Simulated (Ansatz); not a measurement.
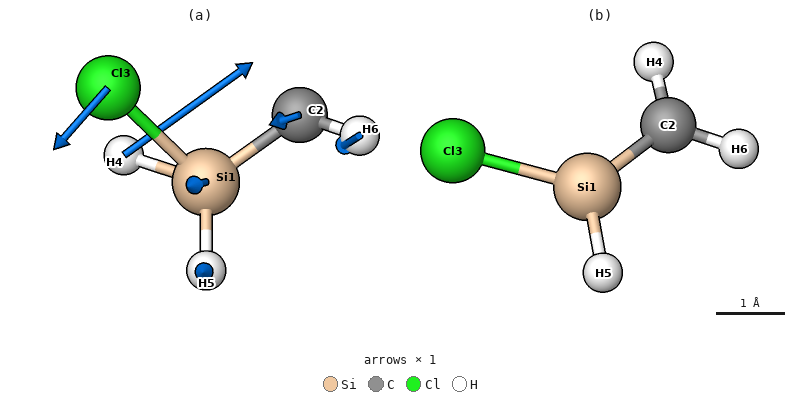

The structure of CH3ClSi before (left) and after (right) a relaxation, at one scale. The blue arrows give the displacements, at their true length.

The picture is a ball-and-stick view, seen face on.

It is one of the separated reactants of a reaction.

Level of theory: RKS PBE-D4/def2-SVP (Ansatz). Settings: force threshold 0.03 eV/Å; at most 250 steps.

What changed between the two?

Answer. The energy falls by 538.9 kJ/mol in 23 accepted moves (25 points after the start). Largest force component: 2.2 eV/Å at the start, 0.028 eV/Å at the end. The line search rejected the trial steps at points 8, 23 of the run. The largest move after the best rigid fit is that of H4, 2.37 Å. By element the largest moves are H 2.37 Å, Cl 1.24 Å, Si 0.65 Å, C 0.58 Å. Among the contacts that change: Cl3–H4 1.763 → 3.541 Å, C2–H4 2.796 → 1.100 Å, Si1–H4 1.474 → 2.489 Å, Si1–Cl3 2.130 → 2.064 Å. New bonds form, among them: C2–H4 (2.80 → 1.10 Å). Bonds break, among them: Si1–H4 (1.47 → 2.49 Å). Among the angles between lasting bonds that change: C2–Si1–Cl3 98.9° → 123.4°, C2–Si1–H5 119.3° → 125.7°, Cl3–Si1–H5 115.5° → 110.9°. The run took 26 s on 2 threads of Arm Neoverse V1, on a shared host.
